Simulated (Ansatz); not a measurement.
CH₄ClGaO₂ (SMILES C[O][Ga]([OH])[Cl])

The calculation's input:

```
crystal:
  periodic: [false, false, false]
  atoms:
    - {symbol: C, position_ang: [1.176311, 0.890674, 0.594672]}
    - {symbol: O, position_ang: [0.438623, -0.308438, 0.502082]}
    - {symbol: Ga, position_ang: [-0.951514, -0.515537, -0.570850]}
    - {symbol: O, position_ang: [-1.802005, -2.063283, -0.601906]}
    - {symbol: Cl, position_ang: [-1.613998, 1.062901, -1.823888]}
    - {symbol: H, position_ang: [1.613420, 1.184207, -0.365904]}
    - {symbol: H, position_ang: [1.990933, 0.729241, 1.305106]}
    - {symbol: H, position_ang: [0.565345, 1.723920, 0.958506]}
    - {symbol: H, position_ang: [-1.417124, -2.703675, 0.002181]}
basis:
  gaussian: {orbitals: def2-TZVPP}
hamiltonian: {xc: pbe0, dispersion: d4}
output: {orbitals: {seedname: orbitals}}
```

Run with:

```sh
ansatz run in.yaml --threads 4 --pin off --events-out ev --progress --plain --max-ram 10444MiB
```

Geometry: PBE0-D4/def2-TZVP.

Computed with RKS PBE0-D4/def2-TZVPP (Ansatz).

What can the converged electron density and electron localisation function tell about the bonding?

C–O (1.41 Å): the density is about 2 e/Å³ at the midpoint, with its minimum of 1.7 e/Å³ about 0.5 Å from C; the ELF peaks at about 0.90 between the atoms, as expected for a polar covalent bond.
Ga–O (1.77 Å): ρ at the midpoint is about 0.97 e/Å³; the ELF peaks at about 0.85 in the valence shell of O, 0.6 Å from its nucleus, and is about 0.25 at the midpoint.
Ga–Cl (2.12 Å): ρ at the midpoint is about 0.76 e/Å³; the ELF peaks at about 0.80 in the valence shell of Cl, 0.8 Å from its nucleus, and is about 0.60 at the midpoint.
O–H (0.96 Å): ρ is about 3.8 e/Å³ halfway; the ELF climbs to about 1 towards the hydrogen, as it does in any bond to H (a covalent bond by its length).

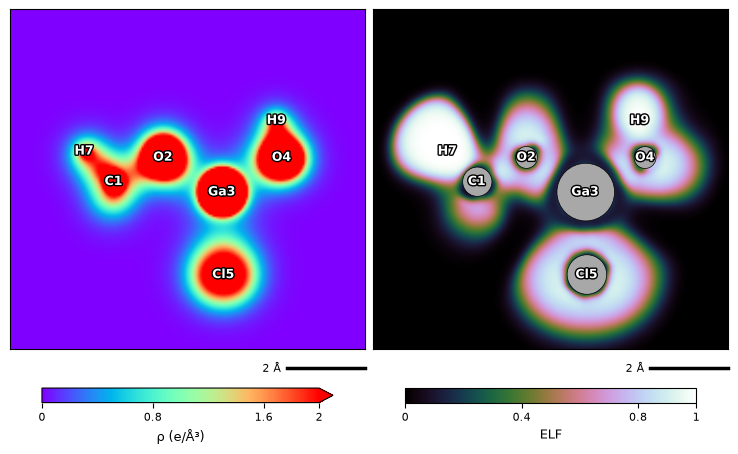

Computed electron density and electron localisation function on the plane of atoms O2, Ga3 and Cl5, in this order. Grey discs cover the atomic cores in the ELF map. 
